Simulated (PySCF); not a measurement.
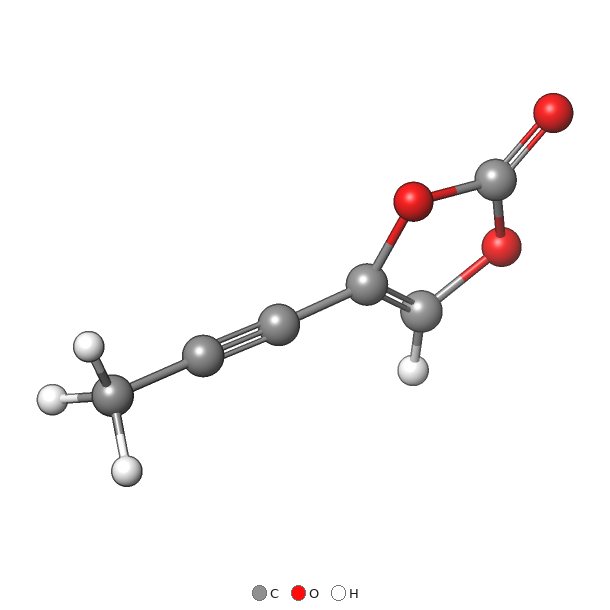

The picture shows a molecular structure as a ball-and-stick model. Double and triple bonds are drawn as two and three sticks.

The geometry was computed by an optimisation with GFN2-xTB. No frequency run is at hand to confirm it as a minimum.

Describe the molecule.

Formula C6H4O3. Its SMILES string is `CC#Cc1coc(=O)o1`. Independent rings (smallest set): 1 of 5 members, 1 of them aromatic. Among its groups: alkyne. Coordination: 1 C tetrahedral; 2 C linear; 3 C trigonal planar; 2 O bent.

More results for the same structure follow; atom numbers are the same in all pictures, views and colours differ.

**Dipole moment**

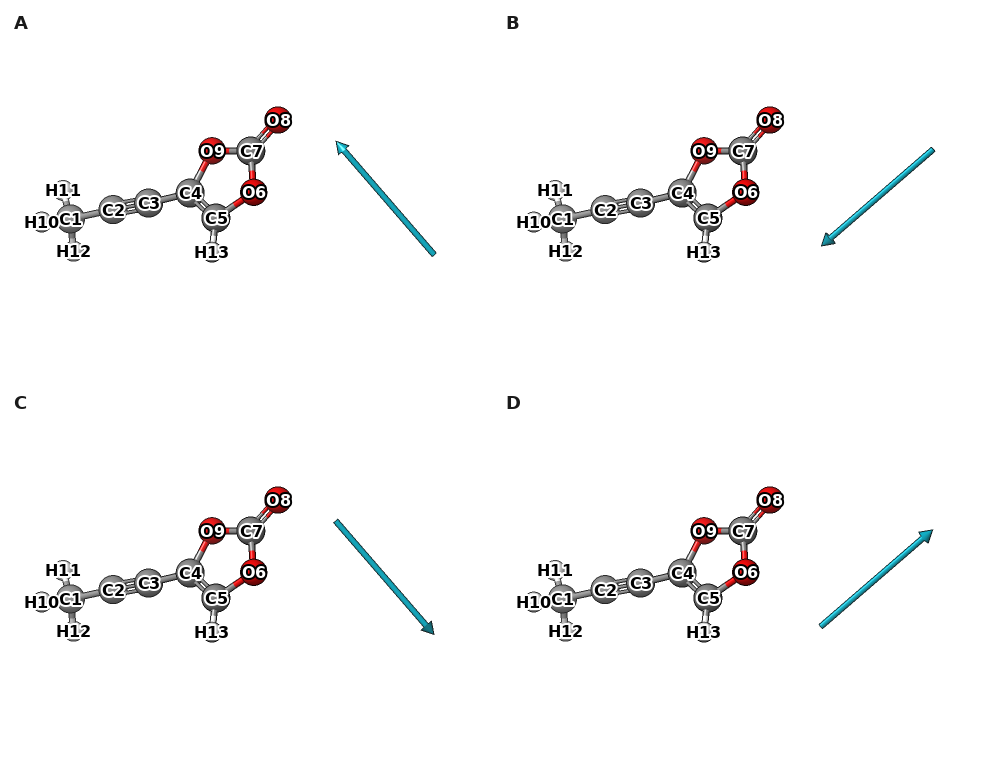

The same molecule four times, each with an arrow. No frequency run is at hand to confirm it as a minimum. Properties computed with PBE0/def2-SVPD, gas phase (PySCF 2.14.0).

> Which arrow points along the dipole moment, from the negative to the positive end?

B. The dipole moment is 5.95 D; it points from the side of O8 to the side of H10, H12 (the outermost atoms at the two ends).

**Excitation**

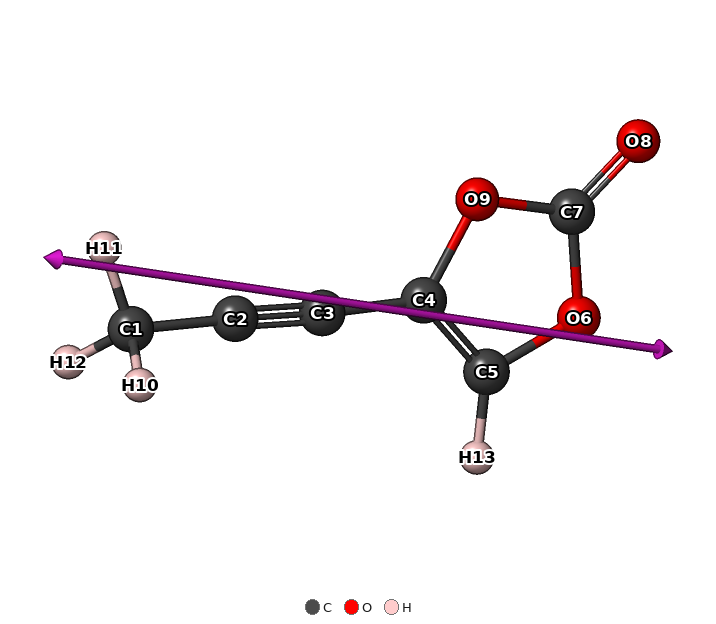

The double arrow shows the direction of the transition dipole to excited singlet state 1 (its length means nothing). No frequency run is at hand to confirm it as a minimum. Properties computed with TDDFT PBE0/def2-SVPD, vertical, gas phase, core orbitals frozen in the response (PySCF 2.14.0).

> How is the transition polarised?

Nearly parallel to the C7–O9 bond.

> Where does the transition lie, and how strong is it?

5.32 eV (233 nm), oscillator strength 0.34, mainly HOMO → LUMO (weight 0.90); transition dipole 4.11 D.

**NMR shielding**

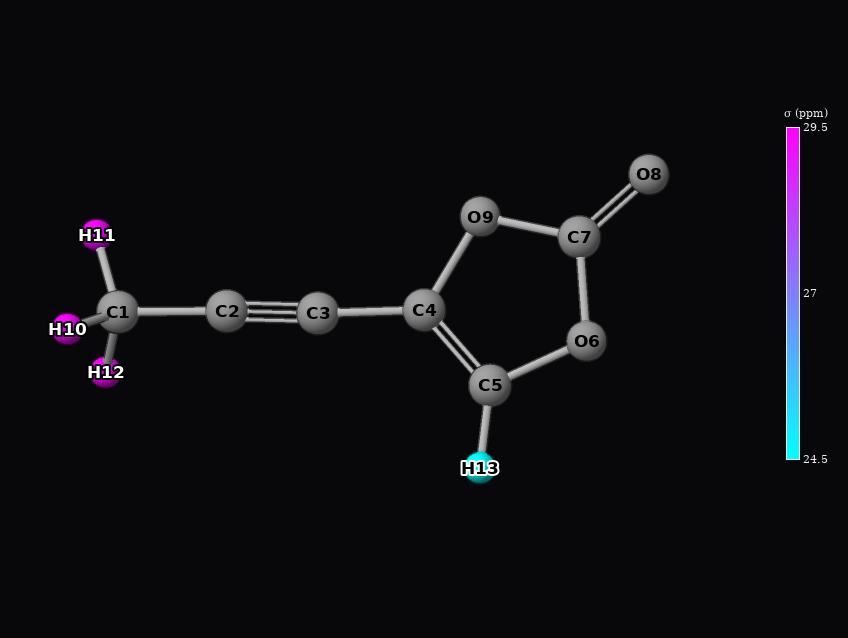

Atoms are coloured by their isotropic NMR shieldings (H only, the others grey). No frequency run is at hand to confirm it as a minimum. Properties computed with GIAO PBE0/pcSseg-1 NMR shielding, non-relativistic, gas phase (PySCF 2.14.0).

Give the isotropic NMR shieldings of the H atoms atom by atom.

| atom | σ (ppm) |
| --- | --- |
| H10 | 29.36 |
| H11 | 29.35 |
| H12 | 29.38 |
| H13 | 24.55 |

**Charges**

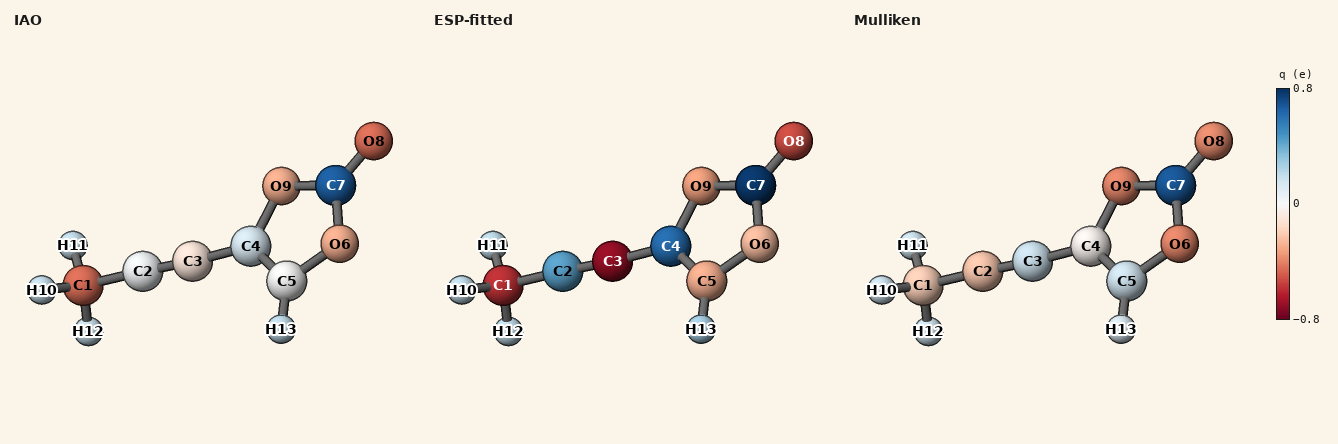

Atomic charges of one calculation by 3 schemes, on one colour scale. No frequency run is at hand to confirm it as a minimum. Level of theory: PBE0/pcSseg-1 (PySCF 2.14.0).

> Which scheme gives the most polar picture (largest mean size of the charges)?

The ESP-fitted charges are the largest in size here, and the IAO charges the smallest.

> On which atom do the schemes disagree most?

On C3 (from −0.69 to 0.17 e).

List the charges (e), one line for each set of equivalent atoms. Atoms whose distances differ by more than 0.02 Å in this geometry are listed apart.

| atom | IAO | ESP-fitted | Mulliken |
| --- | --- | --- | --- |
| C1 | −0.44 | −0.58 | −0.19 |
| C2 | 0.02 | 0.43 | −0.21 |
| C3 | −0.10 | −0.69 | 0.17 |
| C4 | 0.13 | 0.61 | −0.03 |
| C5 | −0.01 | −0.29 | 0.15 |
| O6 | −0.28 | −0.24 | −0.39 |
| C7 | 0.65 | 0.77 | 0.67 |
| O8 | −0.44 | −0.52 | −0.37 |
| O9 | −0.28 | −0.32 | −0.39 |
| H10 | 0.18 | 0.19 | 0.16 |
| H11 | 0.18 | 0.20 | 0.16 |
| H12 | 0.18 | 0.19 | 0.16 |
| H13 | 0.20 | 0.26 | 0.12 |

Mulliken values depend strongly on the basis set and can even reverse the polarity of a bond.
